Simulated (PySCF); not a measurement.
```xyz
13

C     1.7185   -0.0128   -0.0572
Si    0.0570   -0.4992    0.6962
N    -0.9033   -1.5649   -0.2155
C    -0.9588    1.3315    0.1318
F    -0.3239    2.3273    0.6979
F    -2.1856    1.2316    0.5762
F    -0.9280    1.4285   -1.1751
H     2.4394   -0.8145    0.1031
H     1.6472    0.1623   -1.1331
H     2.1229    0.8907    0.4020
H    -0.2810   -0.5702    2.1062
H    -0.7797   -1.7554   -1.2033
H    -1.6291   -2.1544    0.1745
```

Geometry: GFN2-xTB.

The calculation used PySCF, UKS B3LYP, pcH-1 on C F H N Si, non-relativistic, mean-field spin-orbit, GIAO.

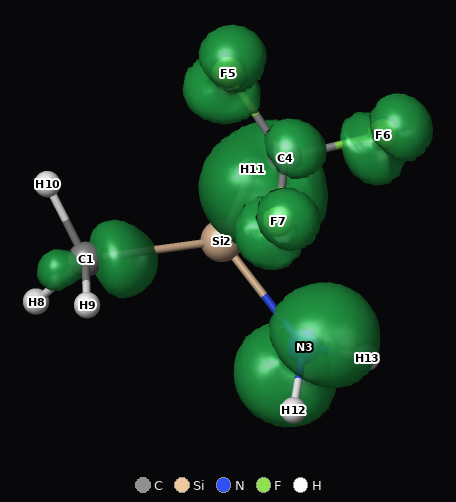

C2H6F3NSi (charge +1, doublet). Isosurfaces of the spin density (α minus β) at +0.03 (green) and −0.03 e/Å³ (red), seen at a tilt.

Describe the spin distribution.

The unpaired spin (1 electron) lies mostly on N3 (about 0.3), C4 (about 0.3), F5 (about 0.1), F6 (about 0.1), F7 (about 0.1) and Si2 (about 0.1), in electrons by Hirshfeld's partition.
